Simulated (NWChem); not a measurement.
**A workflow on the pair BOF···BH3S**

We compute a single-point energy (singlet B2H3SOF, M06-2X-D3(0)/pcseg-1), then a single-point energy (singlet BOF, M06-2X-D3(0)/pcseg-1), then a single-point energy (singlet BH3S, M06-2X-D3(0)/pcseg-1), then the energy (singlet BOF, M06-2X-D3(0)/pcseg-1), then the energy (singlet BH3S, M06-2X-D3(0)/pcseg-1) of B2FH3OS and its partners. 

The calculation is run with NWChem 7.3.0.

### Step 1. The structure to begin with

B2H3SOF: 8 atoms, total charge 0, spin state singlet. The two molecules were placed rigidly side by side, at 0.85 times their contact distance; the pair isn't optimised.

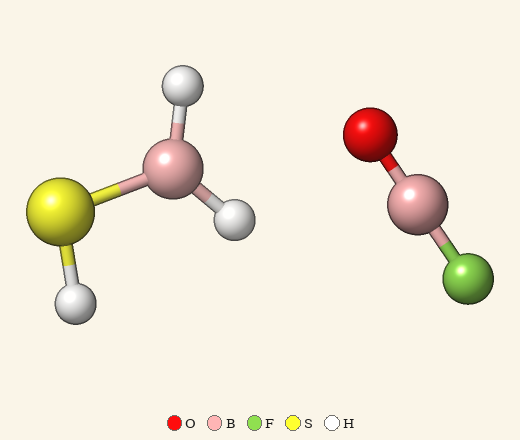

The structure, seen from a chosen angle (oxygen red, boron pink, fluorine green, sulfur yellow, hydrogen white).

### Step 2. A single-point energy at M06-2X-D3(0)/pcseg-1 (run 1)

The input, b2fh3os.nw:

```
start b2fh3os
title "B2FH3OS"
memory stack 880 mb heap 220 mb global 1100 mb
geometry noautosym nocenter noautoz
   O        0.983100      -0.565130       0.479900
   B        0.020300      -0.011630       0.009900
   F       -1.003400       0.576770      -0.489800
   B        2.621290      -1.937600      -1.553110
   S        3.806400      -1.881850      -2.859440
   H        3.038590      -2.271260      -0.487910
   H        1.479480      -1.656950      -1.738140
   H        3.004400      -1.482660      -3.861690
end
basis "ao basis" spherical bse
   * library pcseg-1
end
dft
   xc m06-2x
   disp vdw 3
   grid fine
   convergence energy 1e-08
   iterations 100
   mulliken
   print low
end
task dft energy
```

Command:

```console
$ nwchem b2fh3os.nw > b2fh3os.out
```

Standard output, cut to the lines that bear on the results:

```text
[...]
 d= 0,ls=0.0,diis     1   -624.5595071988 -7.81D+02  1.43D-02  1.07D+00     3.6
[...]
 d= 0,ls=0.0,diis    10   -624.6995213268 -2.59D-09  9.77D-07  1.49D-08    22.2
         Total DFT energy =     -624.699521326840
      One electron energy =    -1170.580029270136
           Coulomb energy =      443.786064446439
    Exchange-Corr. energy =      -53.900195600002
 Nuclear repulsion energy =      155.994752744995
    Dispersion correction =       -0.000113648136
[...]
      Total Density - Mulliken Population Analysis
     ---------------------------------------------
    Atom       Charge   Shell Charges
 -----------   ------   -------------------------------------------------------
    1 O    8     8.35   2.00  0.92  0.84  2.89  1.68  0.02
    2 B    5     4.42   2.00  0.57  0.03  1.51  0.18  0.14
    3 F    9     9.21   2.00  0.95  0.93  3.45  1.87  0.01
    4 B    5     4.99   2.00  0.69  0.35  1.51  0.43  0.03
    5 S   16    16.17   2.00  1.99  1.19  0.65  5.99  3.28  1.01  0.06
    6 H    1     0.95   0.78  0.16  0.01
    7 H    1     1.03   0.78  0.24  0.01
    8 H    1     0.88   0.72  0.14  0.02
[...]
```

It took 23 s on 1 thread of Intel Xeon Platinum 8259CL at 2.50GHz (Skylake/Cascade Lake), shared host; peak memory 0.12 GiB.

### Step 3. BOF: the energy at M06-2X-D3(0)/pcseg-1 (run 2)

The input, mymol.nw:

```
START mymol
memory total 2200 mb

GEOMETRY units atomic noautosym nocenter noautoz
  O   1.85778975 -1.06794092  0.90687957
  B   0.03836144 -0.02197751  0.01870829
  F  -1.89615119  1.08993734 -0.92558786
END

BASIS spherical bse
  * library pcseg-1
END

DFT
  xc m06-2x
  mult 1
  disp vdw 3
  grid fine
  convergence energy 1e-08
  maxiter 100
  mulliken
  print low
END

TASK dft energy
```

Command:

```console
$ nwchem mymol.nw > mymol.out
```

Standard output, cut to the lines that bear on the results:

```text
[...]
 d= 0,ls=0.0,diis     1   -199.7863814200 -2.51D+02  2.72D-02  9.52D-01     0.7
[...]
 d= 0,ls=0.0,diis     8   -199.9050708408 -6.67D-09  4.99D-06  2.93D-07     3.1
         Total DFT energy =     -199.905070840809
      One electron energy =     -377.422399057986
           Coulomb energy =      149.155009894980
    Exchange-Corr. energy =      -23.076631487229
 Nuclear repulsion energy =       51.438950188685
    Dispersion correction =       -0.000000379259
[...]
      Total Density - Mulliken Population Analysis
     ---------------------------------------------
    Atom       Charge   Shell Charges
 -----------   ------   -------------------------------------------------------
    1 O    8     8.35   2.00  0.92  0.84  2.89  1.69  0.02
    2 B    5     4.44   2.00  0.57  0.03  1.51  0.19  0.14
    3 F    9     9.21   2.00  0.95  0.93  3.45  1.87  0.01
[...]
```

Wall time 3.9 s (1 thread of Intel Xeon Platinum 8259CL at 2.50GHz (Skylake/Cascade Lake), shared host); peak memory 0.11 GiB.

### Step 4. BH3S: the energy at M06-2X-D3(0)/pcseg-1 (run 3)

The input, bh3s.nw:

```
start bh3s
memory total 2200 mb
geometry units angstroms noautosym nocenter noautoz
  B     2.621290   -1.937600   -1.553110
  S     3.806400   -1.881850   -2.859440
  H     3.038590   -2.271260   -0.487910
  H     1.479480   -1.656950   -1.738140
  H     3.004400   -1.482660   -3.861690
end
basis spherical bse
  * library pcseg-1
end
dft
  xc m06-2x
  disp vdw 3
  grid fine
  convergence energy 1e-08
  maxiter 100
  mulliken
  noprint "final vectors analysis"
end
task dft energy
```

Command:

```console
$ nwchem bh3s.nw > bh3s.out
```

Standard output, cut to the lines that bear on the results:

```text
[...]
          Wavefunction type:  closed shell.
          No. of atoms     :     5
          No. of electrons :    24
[...]
          Charge           :     0
          Spin multiplicity:     1
[...]
          AO basis - number of functions:    47
[...]
              XC Information
              --------------
                       M06-2X Method XC Functional
                     Hartree-Fock (Exact) Exchange  0.540
                        M06-2X Exchange Functional  1.000
                      M06-2X Correlation Potential  1.000
[...]
 d= 0,ls=0.0,diis     1   -424.7736068393 -4.68D+02  9.20D-03  1.17D-01     1.3
[...]
 d= 0,ls=0.0,diis     8   -424.7952141963 -9.85D-10  8.17D-07  4.54D-10     6.8
         Total DFT energy =     -424.795214196257
      One electron energy =     -670.068574797205
           Coulomb energy =      233.018977907636
    Exchange-Corr. energy =      -30.816166416104
 Nuclear repulsion energy =       43.070554705541
    Dispersion correction =       -0.000005596125
[...]
      Total Density - Mulliken Population Analysis
     ---------------------------------------------
    Atom       Charge   Shell Charges
 -----------   ------   -------------------------------------------------------
    1 B    5     5.02   2.00  0.68  0.36  1.52  0.44  0.03
    2 S   16    16.16   2.00  1.99  1.19  0.65  5.99  3.27  1.00  0.06
    3 H    1     0.97   0.78  0.18  0.01
    4 H    1     0.97   0.78  0.18  0.01
    5 H    1     0.87   0.72  0.13  0.02
[...]
```

Run time: 7.5 s. Hardware: 1 thread of Intel Xeon Platinum 8259CL at 2.50GHz (Skylake/Cascade Lake), shared host; peak memory 0.12 GiB.

### Step 5. BOF among ghost functions: the energy at M06-2X-D3(0)/pcseg-1 (with ghost functions) (run 4)

The input, bfo.nw:

```
start bfo
memory 2200 mb
charge 0

geometry units bohr noautosym nocenter noautoz
O    1.85778975  -1.06794092   0.90687957
B    0.03836144  -0.02197751   0.01870829
F   -1.89615119   1.08993734  -0.92558786
bqB      4.953520    -3.661533    -2.934953
bqS      7.193054    -3.556181    -5.403558
bqH      5.742103    -4.292059    -0.922016
bqH      2.795812    -3.131182    -3.284609
bqH      5.677493    -2.801821    -7.297536
end

basis spherical bse
O library pcseg-1
B library pcseg-1
F library pcseg-1
bqB library B pcseg-1
bqS library S pcseg-1
bqH library H pcseg-1
end

dft
xc m06-2x
disp vdw 3
grid fine
convergence energy 1e-08
iterations 100
mulliken
print low
end

task dft energy
```

Command:

```console
$ nwchem bfo.nw > bfo.out
```

Standard output, cut to the lines that bear on the results:

```text
[...]
 d= 0,ls=0.0,diis     1   -199.7871502617 -2.51D+02  1.30D-02  9.51D-01     2.2
[...]
 d= 0,ls=0.0,diis     8   -199.9057596047 -4.77D-09  2.58D-06  3.48D-07    14.8
         Total DFT energy =     -199.905759604652
      One electron energy =     -377.401898085452
           Coulomb energy =      149.131496029439
    Exchange-Corr. energy =      -23.074307358065
 Nuclear repulsion energy =       51.438950188685
    Dispersion correction =       -0.000000379259
[...]
      Total Density - Mulliken Population Analysis
     ---------------------------------------------
    Atom       Charge   Shell Charges
 -----------   ------   -------------------------------------------------------
    1 O    8     8.35   2.00  0.92  0.84  2.89  1.68  0.02
    2 B    5     4.43   2.00  0.57  0.03  1.51  0.18  0.14
    3 F    9     9.21   2.00  0.95  0.93  3.45  1.87  0.01
    4 X    0     0.00   0.00  0.00 -0.00  0.00  0.00  0.00
    5 X    0    -0.00  -0.00 -0.00  0.00 -0.00 -0.00 -0.00 -0.00 -0.00
    6 X    0     0.00  -0.00  0.00  0.00
    7 X    0     0.01   0.00  0.01  0.00
    8 X    0    -0.00   0.00 -0.00 -0.00
[...]
```

It took 16 s on 1 thread of Intel Xeon Platinum 8259CL at 2.50GHz (Skylake/Cascade Lake), shared host; peak memory 0.12 GiB.

### Step 6. BH3S among ghost functions: the energy at M06-2X-D3(0)/pcseg-1 (with ghost functions) (run 5)

The input, geom.nw:

```
start geom
title "BH3S"
memory total 2200 mb
charge 0

geometry units angstrom noautosym nocenter noautoz
  B      2.621290    -1.937600    -1.553110
  S      3.806400    -1.881850    -2.859440
  H      3.038590    -2.271260    -0.487910
  H      1.479480    -1.656950    -1.738140
  H      3.004400    -1.482660    -3.861690
  bqO      0.983100    -0.565130     0.479900
  bqB      0.020300    -0.011630     0.009900
  bqF     -1.003400     0.576770    -0.489800
end

basis "ao basis" spherical bse
  B library pcseg-1
  S library pcseg-1
  H library pcseg-1
  bqO library O pcseg-1
  bqB library B pcseg-1
  bqF library F pcseg-1
end

dft
  xc m06-2x
  disp vdw 3
  grid fine
  convergence energy 1e-08
  maxiter 100
  mulliken
  print low
end

task dft energy
```

Command:

```console
$ nwchem geom.nw > geom.out
```

Standard output, cut to the lines that bear on the results:

```text
[...]
 d= 0,ls=0.0,diis     1   -424.7736718368 -4.68D+02  4.89D-03  1.17D-01     2.4
[...]
 d= 0,ls=0.0,diis     8   -424.7952964445 -1.02D-09  4.42D-07  4.81D-10    16.4
         Total DFT energy =     -424.795296444494
      One electron energy =     -670.069389325301
           Coulomb energy =      233.019673971529
    Exchange-Corr. energy =      -30.816130200137
 Nuclear repulsion energy =       43.070554705541
    Dispersion correction =       -0.000005596125
[...]
      Total Density - Mulliken Population Analysis
     ---------------------------------------------
    Atom       Charge   Shell Charges
 -----------   ------   -------------------------------------------------------
    1 B    5     5.02   2.00  0.68  0.36  1.52  0.44  0.03
    2 S   16    16.16   2.00  1.99  1.19  0.66  5.99  3.27  1.00  0.06
    3 H    1     0.97   0.78  0.18  0.01
    4 H    1     0.97   0.78  0.19  0.01
    5 H    1     0.87   0.72  0.13  0.02
    6 X    0     0.00  -0.00 -0.00 -0.00 -0.00  0.00  0.00
    7 X    0    -0.00  -0.00 -0.00 -0.00 -0.00 -0.00 -0.00
    8 X    0     0.00  -0.00 -0.00  0.00 -0.00  0.00 -0.00
[...]
```

It took 17 s on 1 thread of Intel Xeon Platinum 8259CL at 2.50GHz (Skylake/Cascade Lake), shared host; peak memory 0.12 GiB.

### Step 7. Results

| quantity | value |
| --- | --- |
| run 1, M06-2X-D3(0)/pcseg-1: total energy | -624.69952 Eh |
| run 1, M06-2X-D3(0)/pcseg-1: dispersion energy | -0.30 kJ/mol |
| BOF: total energy | -199.90507 Eh |
| BOF: dispersion energy | 0.00 kJ/mol |
| BH3S: total energy | -424.79521 Eh |
| BH3S: dipole moment | 1.06 D |
| BH3S: dispersion energy | -0.01 kJ/mol |
| BOF among ghost functions: total energy | -199.90576 Eh |
| BOF among ghost functions: dispersion energy | 0.00 kJ/mol |
| BH3S among ghost functions: total energy | -424.79530 Eh |
| BH3S among ghost functions: dispersion energy | -0.01 kJ/mol |
| interaction energy of the rigid parts BOF and BH3S (parts in their own basis; closest atoms 2.52 Å apart) | 0.021 eV |
| interaction energy of the rigid parts BOF and BH3S (parts in the whole basis, counterpoise; closest atoms 2.52 Å apart) | 0.042 eV |

**Reading.** The interaction energy of the rigid parts BOF and BH3S (parts in their own basis; closest atoms 2.52 Å apart) is 0.02 eV (2.0 kJ/mol): the parts repel at this shape. Without counterpoise this holds the superposition error of the basis. The interaction energy of the rigid parts BOF and BH3S (parts in the whole basis, counterpoise; closest atoms 2.52 Å apart) is 0.04 eV (4.0 kJ/mol): the parts repel at this shape. The basis-set superposition error is 2.0 kJ/mol. Mulliken charges (BOF) run from -0.35 on O1 to +0.56 on B2.
